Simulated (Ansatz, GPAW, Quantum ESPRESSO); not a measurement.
# SrLi2SnS4: valence-band photoemission, part 6 of 8

Wanted: projected DOS of SrLi2SnS4, weighted into photoemission and X-ray emission spectra, at several levels of theory.

Ansatz 0.2.0, Quantum ESPRESSO 7.5 and GPAW 26.7.0; DFT, PBE, plane-wave PAW, default files, scalar-relativistic (the session's first sound run).

So far. Step 4 (With LDA): At this level the gap is 2.46 eV on the path. Step 5 (Quantum ESPRESSO: self-consistent run): At this level the gap is 2.67 eV on the k-mesh of the self-consistent run, which can miss the band edges.

**8. Quantum ESPRESSO: bands**

Level of this step: DFT, PBE, plane waves, ultrasoft GBRV pseudopotentials, scalar-relativistic (Quantum ESPRESSO).

The bands are solved at chosen points on the fixed potential.

Contents of bands.in:

```
&control
  calculation = 'bands'
  prefix = 'pes'
  outdir = './tmp'
  pseudo_dir = './pp'
  verbosity = 'high'
/
&system
  ibrav = 0
  nat = 8
  ntyp = 4
  ecutwfc = 40.0
  ecutrho = 200.0
  occupations = 'smearing'
  nbnd = 47
  smearing = 'fd'
  degauss = 0.00147
/
&electrons
  conv_thr = 4.8e-08
  mixing_beta = 0.5
  electron_maxstep = 120
  diago_full_acc = .true.
/
ATOMIC_SPECIES
Sn 118.7100 sn_pbe_v1.4.uspp.F.UPF
Sr 87.6200 sr_pbe_v1.uspp.F.UPF
S 32.0600 s_pbe_v1.4.uspp.F.UPF
Li 6.9400 li_pbe_v1.4.uspp.F.UPF
CELL_PARAMETERS angstrom
 -3.329500000 3.329500000 3.959000000
 3.329500000 -3.329500000 3.959000000
 3.329500000 3.329500000 -3.959000000
ATOMIC_POSITIONS crystal
Sn 0.000000000 0.000000000 0.000000000
Sr 0.500000000 0.500000000 0.000000000
S 0.377940000 0.964740000 0.000000000
S 0.622060000 0.622060000 0.586800000
S 0.964740000 0.377940000 0.000000000
S 0.035260000 0.035260000 0.413200000
Li 0.750000000 0.250000000 0.500000000
Li 0.250000000 0.750000000 0.500000000
K_POINTS crystal
94
 0.00000000 0.00000000 0.00000000 1
 0.00000000 0.00000000 0.05000000 1
 0.00000000 0.00000000 0.10000000 1
 0.00000000 0.00000000 0.15000000 1
 0.00000000 0.00000000 0.20000000 1
 0.00000000 0.00000000 0.25000000 1
 ! [... 86 more points ...]
 0.50000000 0.50000000 -0.48536360 1
 0.50000000 0.50000000 -0.50000000 1
```

Command:

```sh
> OMP_NUM_THREADS=1 mpirun -n 4 pw.x -nk 4 -in bands.in > bands.out
```

The log of the run:

```text
[banner, memory and clock lines left out]
Program PWSCF v.7.5 starts

          URL

     Atomic positions and unit cell read from directory:
     ./tmp/pes.save/

     Message from routine setup:
     using ibrav=0 with symmetry is DISCOURAGED, use correct ibrav instead

     G-vector sticks info

     bravais-lattice index     =            0
     lattice parameter (alat)  =      11.6252  a.u.
     unit-cell volume          =    1184.6775 (a.u.)^3
     number of atoms/cell      =            8
     number of atomic types    =            4
     number of electrons       =        54.00
     number of Kohn-Sham states=           47
     kinetic-energy cutoff     =      40.0000  Ry
     charge density cutoff     =     200.0000  Ry
     Exchange-correlation=  SLA  PW   PBX  PBC
                           (   1   4   3   4   0   0   0)

     celldm(1)=  11.625245  celldm(2)=   0.000000  celldm(3)=   0.000000
     celldm(4)=   0.000000  celldm(5)=   0.000000  celldm(6)=   0.000000

     crystal axes: (cart. coord. in units of alat)
               a(1) = (  -0.541222   0.541222   0.643550 )
               a(2) = (   0.541222  -0.541222   0.643550 )
               a(3) = (   0.541222   0.541222  -0.643550 )

     reciprocal axes: (cart. coord. in units 2 pi/alat)
               b(1) = ( -0.000000  0.923835  0.776940 )
               b(2) = (  0.923835 -0.000000  0.776940 )
               b(3) = (  0.923835  0.923835  0.000000 )

     PseudoPot. # 1 for Sn read from file:
     ./pp/sn_pbe_v1.4.uspp.F.UPF
     Pseudo is Ultrasoft + core correction, Zval = 14.0
     Generated by new atomic code, or converted to UPF format
     Using radial grid of  891 points,  6 beta functions with:
                l(1) =   0
                l(2) =   0
                l(3) =   1
                l(4) =   1
                l(5) =   2
                l(6) =   2
     Q(r) pseudized with  8 coefficients,  rinner =    1.350   1.350   1.350
                                                       1.350   1.350

     PseudoPot. # 2 for Sr read from file:
     ./pp/sr_pbe_v1.uspp.F.UPF
     Pseudo is Ultrasoft + core correction, Zval = 10.0
     Generated by new atomic code, or converted to UPF format
     Using radial grid of  883 points,  6 beta functions with:
                l(1) =   0
                l(2) =   0
                l(3) =   1
                l(4) =   1
                l(5) =   2
                l(6) =   2
     Q(r) pseudized with  6 coefficients,  rinner =    1.400   1.400   1.400
                                                       1.400   1.400

     PseudoPot. # 3 for S  read from file:
     ./pp/s_pbe_v1.4.uspp.F.UPF
     Pseudo is Ultrasoft + core correction, Zval =  6.0
     Generated by new atomic code, or converted to UPF format
     Using radial grid of  907 points,  6 beta functions with:
                l(1) =   0
                l(2) =   0
                l(3) =   1
                l(4) =   1
                l(5) =   2
                l(6) =   2
     Q(r) pseudized with  8 coefficients,  rinner =    1.300   1.300   1.300
                                                       1.300   1.300

     PseudoPot. # 4 for Li read from file:
     ./pp/li_pbe_v1.4.uspp.F.UPF
     Pseudo is Ultrasoft, Zval =  3.0
     Generated by new atomic code, or converted to UPF format
     Using radial grid of  751 points,  5 beta functions with:
                l(1) =   0
                l(2) =   0
                l(3) =   0
                l(4) =   1
                l(5) =   1
     Q(r) pseudized with 10 coefficients,  rinner =    1.150   1.150   1.150

     atomic species   valence    mass     pseudopotential
     Sn               14.00   118.71000     Sn( 1.00)
     Sr               10.00    87.62000     Sr( 1.00)
     S                 6.00    32.06000     S ( 1.00)
     Li                3.00     6.94000     Li( 1.00)

      8 Sym. Ops. (no inversion) found

                                    s                        frac. trans.

      isym =  1     identity

 cryst.   s( 1) = (     1          0          0      )
                  (     0          1          0      )
                  (     0          0          1      )

 cart.    s( 1) = (  1.0000000  0.0000000 -0.0000000 )
                  (  0.0000000  1.0000000  0.0000000 )
                  (  0.0000000  0.0000000  1.0000000 )

      isym =  2     180 deg rotation - cart. axis [0,0,1]

 cryst.   s( 2) = (     0          1          0      )
                  (     1          0          0      )
                  (    -1         -1         -1      )

 cart.    s( 2) = ( -1.0000000 -0.0000000 -0.0000000 )
                  ( -0.0000000 -1.0000000  0.0000000 )
                  ( -0.0000000 -0.0000000  1.0000000 )

      isym =  3     180 deg rotation - cart. axis [0,1,0]

 cryst.   s( 3) = (     0          0          1      )
                  (    -1         -1         -1      )
                  (     1          0          0      )

 cart.    s( 3) = ( -1.0000000  0.0000000  0.0000000 )
                  ( -0.0000000  1.0000000 -0.0000000 )
                  ( -0.0000000  0.0000000 -1.0000000 )

      isym =  4     180 deg rotation - cart. axis [1,0,0]

 cryst.   s( 4) = (    -1         -1         -1      )
                  (     0          0          1      )
                  (     0          1          0      )

 cart.    s( 4) = (  1.0000000 -0.0000000  0.0000000 )
                  (  0.0000000 -1.0000000 -0.0000000 )
                  (  0.0000000 -0.0000000 -1.0000000 )

      isym =  5     inv. 180 deg rotation - cart. axis [1,1,0]

 cryst.   s( 5) = (     1          0          0      )
[...]
cart.    s( 5) = ( -0.0000000 -1.0000000 -0.0000000 )
[...]
isym =  6     inv. 180 deg rotation - cart. axis [1,-1,0]

 cryst.   s( 6) = (     0          1          0      )
[...]
cart.    s( 6) = (  0.0000000  1.0000000 -0.0000000 )
[...]
isym =  7     inv.  90 deg rotation - cart. axis [0,0,-1]

 cryst.   s( 7) = (    -1         -1         -1      )
                  (     0          0          1      )
                  (     1          0          0      )

 cart.    s( 7) = (  0.0000000 -1.0000000  0.0000000 )
                  (  1.0000000 -0.0000000 -0.0000000 )
                  (  0.0000000 -0.0000000 -1.0000000 )

      isym =  8     inv.  90 deg rotation - cart. axis [0,0,1]

 cryst.   s( 8) = (     0          0          1      )
                  (    -1         -1         -1      )
                  (     0          1          0      )

 cart.    s( 8) = ( -0.0000000  1.0000000  0.0000000 )
                  ( -1.0000000  0.0000000 -0.0000000 )
[...]
Computing kpt #:     7  of    24 on this pool

     Computing kpt #:     8  of    24 on this pool

     Computing kpt #:     9  of    24 on this pool

     Computing kpt #:    10  of    24 on this pool

     Computing kpt #:    11  of    24 on this pool

     Computing kpt #:    12  of    24 on this pool

     Computing kpt #:    13  of    24 on this pool

     Computing kpt #:    14  of    24 on this pool

     Computing kpt #:    15  of    24 on this pool

     Computing kpt #:    16  of    24 on this pool

     Computing kpt #:    17  of    24 on this pool

     Computing kpt #:    18  of    24 on this pool

     Computing kpt #:    19  of    24 on this pool

     Computing kpt #:    20  of    24 on this pool

     Computing kpt #:    21  of    24 on this pool

     Computing kpt #:    22  of    24 on this pool

     Computing kpt #:    23  of    24 on this pool

     Computing kpt #:    24  of    24 on this pool

     ethr =  8.89E-11,  avg # of iterations = 76.8

     End of band structure calculation

          k = 0.0000 0.0000 0.0000 (  5087 PWs)   bands (ev):

   -39.4681 -39.4678 -28.9993 -15.8875 -15.8875 -15.8752 -15.7856 -15.7646
   -11.0369 -11.0282 -11.0282  -7.5860  -6.0375  -6.0375  -5.7910  -0.6991
     1.3463   1.3507   1.3507   2.9752   3.3547   3.3547   4.0772   4.0896
     4.6052   4.6879   4.6879   7.7692   8.9993   9.7404  10.1350  10.4678
    11.1353  11.1353  11.1530  11.7699  11.7699  12.2228  12.3303  13.1403
    13.1403  13.3358  14.8411  14.8411  15.0168  15.1235  15.1679

          k = 0.0462 0.0462 0.0000 (  5084 PWs)   bands (ev):

   -39.4681 -39.4678 -28.9993 -15.8875 -15.8874 -15.8752 -15.7856 -15.7645
   -11.0376 -11.0287 -11.0282  -7.5781  -6.0427  -6.0374  -5.7962  -0.7114
     1.3478   1.3549   1.3923   2.9878   3.3446   3.3487   4.0774   4.1123
     4.6014   4.6467   4.6717   7.8026   8.9928   9.6939  10.1080  10.4755
    11.0301  11.1330  11.3343  11.7006  11.7840  12.1780  12.2904  13.1590
    13.2227  13.4056  14.7249  14.8692  15.0075  15.0283  15.2880

          k = 0.0924 0.0924 0.0000 (  5074 PWs)   bands (ev):

   -39.4681 -39.4678 -28.9993 -15.8875 -15.8873 -15.8752 -15.7856 -15.7645
   -11.0394 -11.0302 -11.0282  -7.5551  -6.0577  -6.0373  -5.8116  -0.7443
     1.3393   1.3850   1.5062   3.0241   3.3215   3.3326   4.0718   4.1715
     4.5347   4.5929   4.6257   7.8873   8.9765   9.5631  10.0738  10.4772
    11.0034  11.1241  11.4315  11.6401  11.8076  12.1195  12.2061  13.2005
    13.3435  13.6407  14.5257  14.7492  14.9022  15.0745  15.2000

          k = 0.1386 0.1386 0.0000 (  5068 PWs)   bands (ev):

   -39.4681 -39.4678 -28.9993 -15.8875 -15.8871 -15.8752 -15.7856 -15.7645
[...]
13.4133  13.9755  14.2739  14.5481  14.8031  15.0017  15.2244

          k = 0.1848 0.1848 0.0000 (  5064 PWs)   bands (ev):

[...]
13.4087  14.0824  14.2990  14.3977  14.6430  14.8847  15.4062

          k = 0.2310 0.2310 0.0000 (  5050 PWs)   bands (ev):

[...]
13.3501  14.0153  14.3037  14.3896  14.5671  14.9590  15.5127

          k = 0.2772 0.2772 0.0000 (  5040 PWs)   bands (ev):

[...]
13.3286  13.9384  14.1912  14.3454  14.6272  15.2318  15.3414

          k = 0.3233 0.3233 0.0000 (  5036 PWs)   bands (ev):

[...]
13.3226  13.8209  14.0183  14.4811  14.7013  15.1648  15.4414

          k = 0.3695 0.3695 0.0000 (  5048 PWs)   bands (ev):

[...]
13.2375  13.7112  14.0103  14.6202  14.7431  15.0175  15.4133

          k = 0.4157 0.4157 0.0000 (  5042 PWs)   bands (ev):

[...]
13.4500  13.6337  14.2011  14.6923  14.7123  14.9268  15.3395

          k = 0.4619 0.4619 0.0000 (  5066 PWs)   bands (ev):

[...]
13.5291  13.6053  14.4767  14.4973  14.7390  14.9013  15.3414

          k = 0.4619 0.4619 0.0388 (  5058 PWs)   bands (ev):

[...]
13.5058  13.6432  14.4463  14.5071  14.7438  14.8786  15.3215

          k = 0.4619 0.4619 0.0777 (  5054 PWs)   bands (ev):

[...]
13.4498  13.7484  14.3654  14.5289  14.7571  14.8140  15.2641

          k = 0.4619 0.4619 0.1165 (  5062 PWs)   bands (ev):

[...]
13.3982  13.8990  14.2540  14.5465  14.7191  14.7764  15.1762

          k = 0.4619 0.4619 0.1554 (  5064 PWs)   bands (ev):

[...]
13.3848  14.0564  14.1287  14.5441  14.6247  14.7985  15.0707

          k = 0.4619 0.4619 0.1942 (  5066 PWs)   bands (ev):

[...]
13.4005  14.0010  14.1304  14.5131  14.6192  14.8208  14.9646

[...]
k = 0.4619-0.0000 0.3885 (  5074 PWs)   bands (ev):

[...]
k = 0.4157-0.0000 0.3496 (  5072 PWs)   bands (ev):

[...]
k = 0.3695-0.0000 0.3108 (  5078 PWs)   bands (ev):

[...]
k = 0.3233-0.0000 0.2719 (  5062 PWs)   bands (ev):

[...]
k = 0.2772-0.0000 0.2331 (  5064 PWs)   bands (ev):

[...]
k = 0.2310-0.0000 0.1942 (  5068 PWs)   bands (ev):

[...]
k = 0.1848-0.0000 0.1554 (  5065 PWs)   bands (ev):

[...]
k = 0.1386-0.0000 0.1165 (  5072 PWs)   bands (ev):

[...]
k = 0.0924-0.0000 0.0777 (  5081 PWs)   bands (ev):

[...]
k = 0.0462-0.0000 0.0388 (  5087 PWs)   bands (ev):

[...]
k = 0.0000 0.0000 0.4662 (  5047 PWs)   bands (ev):

[...]
k = 0.0000 0.0000 0.5439 (  5055 PWs)   bands (ev):

[...]
k = 0.0000 0.0000 0.6216 (  5059 PWs)   bands (ev):

[...]
k = 0.0000 0.0000 0.6992 (  5035 PWs)   bands (ev):

[...]
k = 0.0000 0.0000 0.7769 (  5056 PWs)   bands (ev):

[...]
k = 0.0135-0.0000 0.7769 (  5052 PWs)   bands (ev):

[...]
k = 0.0270-0.0000 0.7769 (  5048 PWs)   bands (ev):

[...]
k = 0.0406 0.0000 0.7769 (  5056 PWs)   bands (ev):

[...]
k = 0.0541-0.0000 0.7769 (  5050 PWs)   bands (ev):

[...]
13.3176  13.5287  13.5424  13.6250  14.1711  14.7542  14.9571

          k = 0.0676 0.0000 0.7769 (  5042 PWs)   bands (ev):

[...]
13.2965  13.5564  13.5599  13.6401  14.1711  14.7751  14.9293

          k = 0.0811-0.0000 0.7769 (  5034 PWs)   bands (ev):

[...]
13.2774  13.5660  13.5826  13.6680  14.1734  14.7642  14.9388

          k = 0.0947-0.0000 0.7769 (  5042 PWs)   bands (ev):

[...]
13.2605  13.5636  13.6063  13.7062  14.1794  14.7237  14.9841

          k = 0.1082-0.0000 0.7769 (  5042 PWs)   bands (ev):

[...]
13.2459  13.5562  13.6262  13.7508  14.1903  14.6720  15.0467

          k = 0.1217-0.0000 0.7769 (  5046 PWs)   bands (ev):

[...]
13.2335  13.5458  13.6415  13.7999  14.2072  14.6175  15.1185

          k = 0.1352 0.0000 0.7769 (  5046 PWs)   bands (ev):

[...]
13.2228  13.5332  13.6517  13.8522  14.2305  14.5632  15.1963

          k = 0.7886-0.0000 0.0000 (  5046 PWs)   bands (ev):

   -39.4680 -39.4679 -28.9991 -15.8861 -15.8861 -15.8745 -15.7857 -15.7647
   -11.0712 -11.0520 -11.0508  -6.9181  -6.3206  -6.1527  -6.1430  -1.1317
     2.1523   2.2048   2.5745   2.7977   2.9354   3.0678   3.2580   3.5755
     4.5212   4.5776   4.9655   7.8400   9.2671   9.2780   9.6274  10.1010
    10.7738  11.2608  11.3380  11.8203  12.1710  12.5905  12.6106  13.0639
    13.2228  13.5332  13.6517  13.8522  14.2305  14.5632  15.1963

          k = 0.7098 0.0000-0.0000 (  5050 PWs)   bands (ev):

   -39.4680 -39.4679 -28.9991 -15.8862 -15.8862 -15.8746 -15.7857 -15.7647
   -11.0689 -11.0509 -11.0483  -6.9760  -6.3008  -6.1420  -6.1180  -1.1167
     2.2095   2.2647   2.3818   2.5896   2.8364   3.2774   3.4046   3.7598
[... further rows ...]
```

Run time: 2.6 min. Hardware: 4 MPI ranks of Arm Neoverse V2, shared host.

This step gave:

```yaml
gap_on_the_path: 2.669 eV
least_direct_gap_on_the_path: 2.669 eV
valence_top_on_path: -2.00e-4 eV
```

The electronic bands at the labelled points (eV, zero at the valence-band maximum; v1 is the highest filled band, c1 the lowest empty one):

```
     point     v4     v3     v2     v1    c1    c2    c3    c4
         Γ  -0.97  -0.46  -0.38  -0.38  2.70  3.93  4.67  5.07
         X  -1.29  -1.08  -1.04  -0.51  3.17  4.33  4.65  4.80
         P  -1.33  -0.95  -0.85  -0.85  3.05  4.02  4.67  4.67
         N  -1.22  -0.90  -0.66  -0.48  3.04  3.82  4.84  4.99
         Γ  -0.97  -0.46  -0.38  -0.38  2.70  3.93  4.67  5.07
         M  -1.74  -0.48  -0.48   0.00  2.67  4.17  4.17  4.50
         S  -1.49  -0.54  -0.49  -0.10  2.77  4.20  4.21  4.56
jump to S0  -1.49  -0.54  -0.49  -0.10  2.77  4.20  4.21  4.56
         Γ  -0.97  -0.46  -0.38  -0.38  2.70  3.93  4.67  5.07
 jump to X  -1.29  -1.08  -1.04  -0.51  3.17  4.33  4.65  4.80
         R  -1.42  -0.57  -0.53  -0.20  2.86  4.28  4.28  4.54
 jump to G  -1.42  -0.57  -0.53  -0.20  2.86  4.28  4.28  4.54
         M  -1.74  -0.48  -0.48   0.00  2.67  4.17  4.17  4.50
```

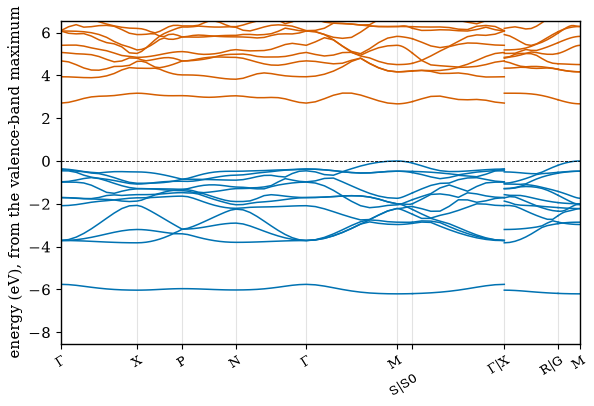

Electronic bands along the path; lines of filled and empty bands in two colours.

The path shows a direct gap of 2.67 eV (valence top at M, conduction bottom at M).

[end of part 6 of 8]

[Logs are printed without paths, hosts, clocks, repeated set-up lines and the standing remarks that a program may print on its own settings, such as how far it seeks lower states.]

[Hosts, paths, dates, database ids (printed as entryN), source tags and the programs' standing remarks are cut or masked in the printed files.]

[Maps of the electrostatic potential energy from Ansatz leave out the sawtooth potential of an applied field or a dipole correction, so their vacuum need not be flat; work functions include it.]

[Peak lists hold at most the 14 tallest peaks of each spectrum; further lines can be left out.]
